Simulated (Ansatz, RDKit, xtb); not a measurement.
# Isomers of C3H5B3N4, a sample narrowed down

Which of a sample of isomers of C3H5B3N4 is the most stable in the gas at 298.15 K, and what are its properties? The sample is small against all isomers, and the most stable one of this formula need not be in it.

Plan: many cheap relaxations first (GFN2-xTB), then density-functional screening, relaxation at r2SCAN-D4/def2-SVP, vibrations (at GFN2-xTB) and a final energy. The numbers are computed, not measured.

## 1. Possible bonding patterns

Isomers were taken from a list of plausible structures; this is a sample, not all of them. That gives 3 candidates.

| label | SMILES | spin |
| --- | --- | --- |
| c555 | C#CN1BNBNB1C#N | singlet |
| c570 | C#CN1BNB(C#N)NB1 | singlet |
| c831 | C#CB1NBNB(C#N)N1 | singlet |

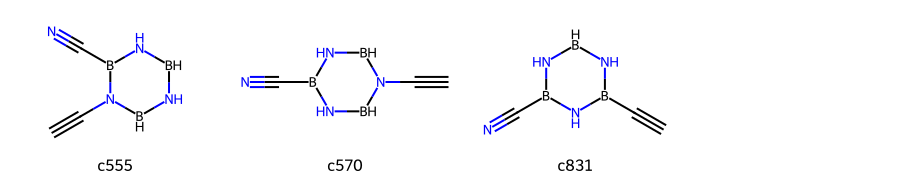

Structural formulas of the candidates.

Candidates are built by distance geometry, with a force field where one applies, in up to four conformers (letters a to d).

## 2. Search with GFN2-xTB

All 9 starts are relaxed the same way. One of them, c570b (taken from a list of positional isomers, embedded by distance geometry and UFF), in full:

The input, start.xyz:

```xyz
15
c570b
C      1.531016     3.274667     0.532801
C      0.917009     2.216098     0.404715
C     -3.023936    -1.711948     0.268922
B     -0.255892     0.433240    -1.010319
B     -1.551954    -1.230038     0.189323
B     -0.165958     0.295546     1.611885
N      0.209234     1.016241     0.307974
N     -0.893261    -0.914077    -1.091056
N     -4.116716    -2.058281     0.289807
N     -0.801520    -1.129584     1.513492
H      2.039264     4.203880     0.536403
H      0.068565     1.065698    -1.992240
H     -1.610460    -0.869931    -1.824556
H      0.008073    -1.824617     1.476462
H      0.234113     0.668075     2.667536
```

Run with:

```console
$ xtb start.xyz --gfn 2 --opt
```

Standard output (excerpt; [...] marks lines left out):

```text
* xtb version 6.7.1
[...]
          :  # basis functions                  45          :
[...]
          :  # electrons                        46          :
[...]
          :  Hamiltonian                  GFN2-xTB          :
[...]
          :  net charge                          0          :
          :  unpaired electrons                  0          :
[...]
   *** convergence criteria satisfied after 13 iterations ***
[...]
   *** GEOMETRY OPTIMIZATION CONVERGED AFTER 30 ITERATIONS ***
[...]
   *** convergence criteria satisfied after 3 iterations ***
[...]
         ::                     SUMMARY                     ::
         :::::::::::::::::::::::::::::::::::::::::::::::::::::
         :: total energy             -24.449932247224 Eh    ::
         :: gradient norm              0.000654602045 Eh/a0 ::
         :: HOMO-LUMO gap              3.472951781978 eV    ::
         ::.................................................::
         :: SCC energy               -24.892006519721 Eh    ::
         :: -> isotropic ES            0.085543303631 Eh    ::
         :: -> anisotropic ES          0.010115284788 Eh    ::
         :: -> anisotropic XC          0.026450955506 Eh    ::
         :: -> dispersion             -0.011494283281 Eh    ::
         :: repulsion energy           0.442074272496 Eh    ::
         :: add. restraining           0.000000000000 Eh    ::
         :: total charge              -0.000000000000 e     ::
         :::::::::::::::::::::::::::::::::::::::::::::::::::::
[...]
        23        2.0000           -0.3843068             -10.4575 (HOMO)
        24                         -0.2566782              -6.9846 (LUMO)
[...]
     #   Z          covCN         q      C6AA      α(0)
     1   6 C        1.909    -0.141    35.100     9.568
     2   6 C        1.942     0.026    30.422     8.907
     3   6 C        1.814     0.022    30.604     8.939
     4   5 B        2.666     0.270    17.562     7.051
     5   5 B        2.608     0.281    17.706     7.133
     6   5 B        2.665     0.270    17.566     7.052
     7   7 N        2.592    -0.138    24.009     7.277
     8   7 N        2.543    -0.278    27.216     7.748
     9   7 N        0.911    -0.228    25.993     7.374
    10   7 N        2.543    -0.278    27.216     7.748
    11   1 H        0.928     0.082     1.956     2.187
    12   1 H        0.938    -0.102     5.635     3.711
    13   1 H        0.860     0.158     1.346     1.817
    14   1 H        0.860     0.158     1.346     1.817
[...]
molecular dipole:
                 x           y           z       tot (Debye)
 q only:        0.422       0.451       0.019
   full:        0.585       0.623       0.027       2.174
molecular quadrupole (traceless):
[...]
          | TOTAL ENERGY              -24.449932247224 Eh   |
          | GRADIENT NORM               0.000654602045 Eh/α |
          | HOMO-LUMO GAP               3.472951781978 eV   |
           -------------------------------------------------
[...]
```

It took 0.72 s on 2 threads of Intel Xeon at 2.50GHz (Skylake/Cascade Lake), shared host; peak memory 0.092 GiB.

## 3. Distinct minima at GFN2-xTB

9 of the 9 relaxations converged; the search merged 6 into others by its test of bonds and energy. 3 distinct structures remain:

| label | start | SMILES after | spin | energy (kcal/mol) |
| --- | --- | --- | --- | --- |
| c570b | drawn | C#CN1BNB(C#N)NB1 | singlet | 0.0 |
| c555b | drawn | C#CN1BNBNB1C#N | singlet | 0.4 |
| c831c | drawn | C#CB1NBNB(C#N)N1 | singlet | 5.0 |

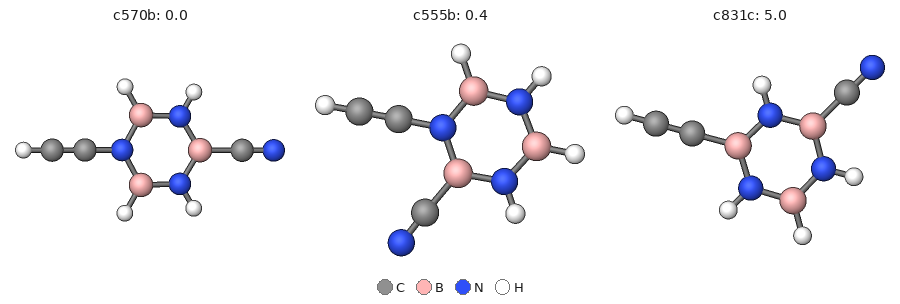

The 3 lowest minima that did not fall apart, with their GFN2-xTB energies in kcal/mol.

## 4. Screening with a density functional

A choice of the minima (the low ones first, few conformers of a pattern, up to a cap) and the lowest that fell apart get a single point at r2SCAN-D4/def2-SVP on the tight-binding geometry, and one at HF/STO-3G for comparison. Some singlets are also tried as triplets at the same geometry (label ending in t). The first, c570b:

The input, input.yaml:

```yaml
crystal:
  periodic: [false, false, false]
  atoms:
    - {symbol: C, position_ang: [1.975690, 2.886297, 0.358628]}
    - {symbol: C, position_ang: [1.165606, 2.003727, 0.329324]}
    - {symbol: C, position_ang: [-2.736123, -2.173328, 0.163017]}
    - {symbol: B, position_ang: [-0.466766, 0.790973, -0.925798]}
    - {symbol: B, position_ang: [-1.688865, -1.052597, 0.208710]}
    - {symbol: B, position_ang: [0.018112, 0.242600, 1.469981]}
    - {symbol: "N", position_ang: [0.246038, 1.019485, 0.292150]}
    - {symbol: "N", position_ang: [-1.424635, -0.251904, -0.929522]}
    - {symbol: N, position_ang: [-3.517122, -3.013709, 0.127620]}
    - {symbol: "N", position_ang: [-0.955433, -0.782830, 1.389813]}
    - {symbol: H, position_ang: [2.693541, 3.648125, 0.386727]}
    - {symbol: H, position_ang: [-0.264471, 1.441498, -1.879120]}
    - {symbol: H, position_ang: [-1.938391, -0.429161, -1.779510]}
    - {symbol: H, position_ang: [-1.131922, -1.342278, 2.210476]}
    - {symbol: H, position_ang: [0.612320, 0.448072, 2.458652]}
basis:
  gaussian: {orbitals: def2-SVP}
hamiltonian: {xc: {name: r2SCAN}, dispersion: d4}
scf: {lower_state_search: off}
output: {orbitals: {seedname: orbitals}}
```

Run with:

```console
$ ansatz run input.yaml --threads 2 --pin off --max-ram 5220MiB --events-out events.jsonl --progress --plain --runs-dir runs
```

Standard output (excerpt; [...] marks lines left out):

```text
Warning: RAYON_NUM_THREADS=2 ignored (pool sized by the plan → 2); use --threads N
Functional definition: r2SCAN
  name "r2SCAN"
[...]
1914 factors; their error is unknown
[...]
mean field -11170.34216959 eV, -410.5025032025 hartree, gradient 8.1e-6 eV, S^2 0.000000; 0 other end points of the search recorded, 0 dependent functions left out
reference -11170.34218130 eV, -410.5025036329 hartree; 33, 33 occupied and 132, 132 virtual orbitals, 1914 factors
Total energy: -11170.45580689 eV, -410.5066792964 hartree
Checks for a lower state left out: stability, starts, cluster_reference, orbital_swaps, neighbouring_geometries, increment
```

Wall time 6 s (2 threads of Intel Xeon at 2.50GHz (Skylake/Cascade Lake), shared host); peak memory 0.23 GiB.

Relative energies in kcal/mol, each column from its lowest structure that stays in one piece:

| label | SMILES | spin | GFN2-xTB | HF/STO-3G | r2SCAN-D4/def2-SVP |
| --- | --- | --- | --- | --- | --- |
| c831c | C#CB1NBNB(C#N)N1 | singlet | 5.0 | 0.0 | 0.0 |
| c570b | C#CN1BNB(C#N)NB1 | singlet | 0.0 | 20.7 | 27.1 |
| c555b | C#CN1BNBNB1C#N | singlet | 0.4 | 21.3 | 27.8 |
| c831ct | C#CB1NBNB(C#N)N1 | triplet | – | – | 106.4 |
| c570bt | C#CN1BNB(C#N)NB1 | triplet | – | – | 131.3 |
| c555bt | C#CN1BNBNB1C#N | triplet | – | – | 132.8 |

## 5. Third filter: density-functional geometries

3 candidates are relaxed at r2SCAN-D4/def2-SVP (chosen among the lowest in one piece). The first, c831c:

The input, input.yaml:

```yaml
crystal:
  periodic: [false, false, false]
  atoms:
    - {symbol: C, position_ang: [-1.213176, -3.324267, -1.135650]}
    - {symbol: C, position_ang: [-0.863529, -2.291527, -0.628748]}
    - {symbol: C, position_ang: [2.167220, 0.235802, 2.650393]}
    - {symbol: B, position_ang: [-0.415593, -0.984766, 0.013651]}
    - {symbol: B, position_ang: [-0.620437, 1.490654, 0.244293]}
    - {symbol: B, position_ang: [1.049910, 0.239935, 1.596460]}
    - {symbol: N, position_ang: [-1.010649, 0.258566, -0.330707]}
    - {symbol: N, position_ang: [0.419938, 1.448129, 1.210115]}
    - {symbol: "N", position_ang: [3.000424, 0.234936, 3.440091]}
    - {symbol: N, position_ang: [0.621789, -0.963114, 0.989249]}
    - {symbol: H, position_ang: [-1.523774, -4.227198, -1.576932]}
    - {symbol: H, position_ang: [-1.747047, 0.256328, -1.019941]}
    - {symbol: H, position_ang: [-1.129526, 2.502369, -0.059536]}
    - {symbol: H, position_ang: [0.720016, 2.311237, 1.637652]}
    - {symbol: H, position_ang: [1.058906, -1.834539, 1.249680]}
basis:
  gaussian: {orbitals: def2-SVP}
hamiltonian: {xc: r2scan, dispersion: d4}
scf: {lower_state_search: "off"}
relax: {f_tol: 0.006}
```

Run with:

```console
$ ansatz run input.yaml --threads 2 --pin off --max-ram 5220MiB --events-out events.jsonl --progress --plain --runs-dir runs
```

Standard output (excerpt; [...] marks lines left out):

```text
Warning: RAYON_NUM_THREADS=2 ignored (pool sized by the plan → 2); use --threads N
[...]
[... 2 set-up lines as earlier in the session ...]
[...]
1914 factors; their error is unknown
[...]
mean field -11171.51980271 eV, -410.5457804214 hartree, gradient 6.9e-6 eV, S^2 0.000000; 0 other end points of the search recorded, 0 dependent functions left out
[...]
reference -11171.51981453 eV, -410.5457808560 hartree; 33, 33 occupied and 132, 132 virtual orbitals, 1914 factors
relax step   1: F+E_penalty+E_count = -11171.63202481 eV  Δ(F+E_penalty+E_count) = +0.000e0 eV  max|allowed force component| = 1.540e0 eV/Å  Δτ_max = 0.0000 Å  (19 SCF iters, accepted)
[...]
relax step   4: F+E_penalty+E_count = -11171.72275094 eV  Δ(F+E_penalty+E_count) = -4.500e-5 eV  max|allowed force component| = 2.192e-2 eV/Å  Δτ_max = 0.0024 Å  (14 SCF iters, accepted)
[...]
Atom 6 at    -1.017959     0.262753    -0.338642 Å, force     0.000488     0.000490     0.000732 eV/Å
Atom 7 at     0.424330     1.466439     1.220998 Å, force     0.000062     0.001342     0.000237 eV/Å
Atom 8 at     3.038333     0.237263     3.467334 Å, force     0.000017    -0.000064     0.000006 eV/Å
Atom 9 at     0.624639    -0.965649     0.994789 Å, force     0.000380     0.001184     0.000518 eV/Å
Atom 10 at    -1.541602    -4.282567    -1.605811 Å, force     0.000064     0.000121     0.000008 eV/Å
Atom 11 at    -1.757251     0.262943    -1.032823 Å, force    -0.000036    -0.000662    -0.000469 eV/Å
Atom 12 at    -1.147258     2.546114    -0.071168 Å, force     0.000751     0.000357     0.000798 eV/Å
Atom 13 at     0.725872     2.333354     1.651864 Å, force     0.000159    -0.000412     0.000199 eV/Å
Atom 14 at     1.065210    -1.840095     1.259544 Å, force    -0.000225    -0.000402    -0.000180 eV/Å
Dipole moment:    -0.571856    -0.083293    -0.551442 e Å
Checks for a lower state left out: stability, starts, cluster_reference, orbital_swaps, neighbouring_geometries, increment
```

It took 43 s on 2 threads of Intel Xeon at 2.50GHz (Skylake/Cascade Lake), shared host; peak memory 0.25 GiB.

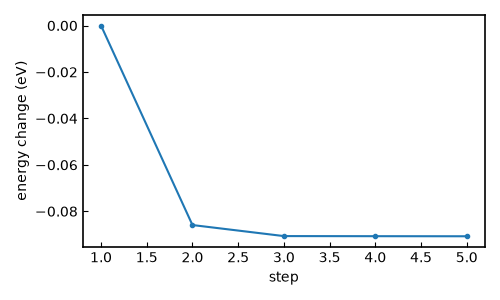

Energy along the run, all evaluated steps.

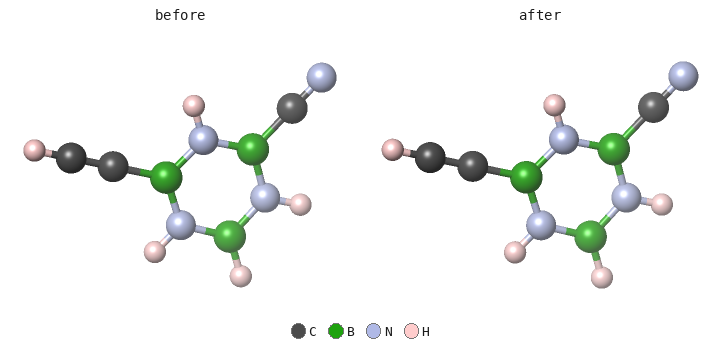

Before and after, at one scale.

After the run. Bond lengths: C1–C2 1.221 Å, C2–B4 1.536 Å, C3–B6 1.558 Å, B4–N7 1.432 Å, B5–N7 1.428 Å, B5–N8 1.434 Å, B6–N8 1.424 Å, C3–N9 1.165 Å, B4–N10 1.437 Å, B6–N10 1.424 Å, C1–H11 1.076 Å, N7–H12 1.014 Å, B5–H13 1.206 Å, N8–H14 1.014 Å, N10–H15 1.014 Å. Some angles: C1–C2–B4 179.9°, C2–B4–N7 121.8°, C2–B4–N10 121.2°, N7–B4–N10 117.0°, C3–B6–N8 120.7°, C3–B6–N10 120.6°, N8–B6–N10 118.7°, B6–C3–N9 179.9°, B4–N7–B5 123.3°, N7–B5–N8 117.1°.

## 6. Ranking at r2SCAN-D4/def2-SVP

| label | spin | r2SCAN-D4/def2-SVP (kcal/mol) | r2SCAN-D4/def2-SVP, relaxed (kcal/mol) | time |
| --- | --- | --- | --- | --- |
| c831c | singlet | 0.0 | 0.0 | 43 s |
| c570b | singlet | 27.1 | 26.7 | 49 s |
| c555b | singlet | 27.8 | 27.4 | 63 s |

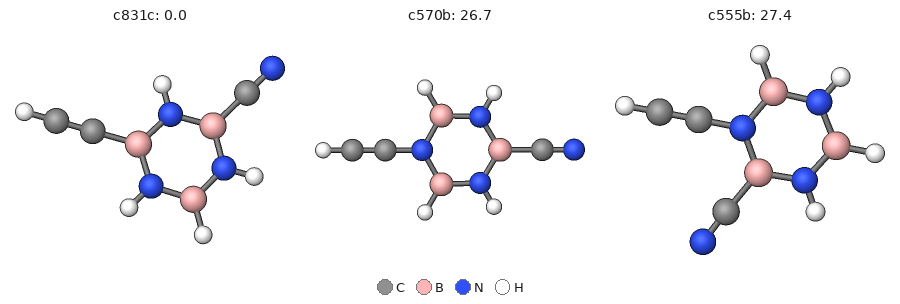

The relaxed structures, with energies at r2SCAN-D4/def2-SVP in kcal/mol.

(Part 1 of 2 ends here.)
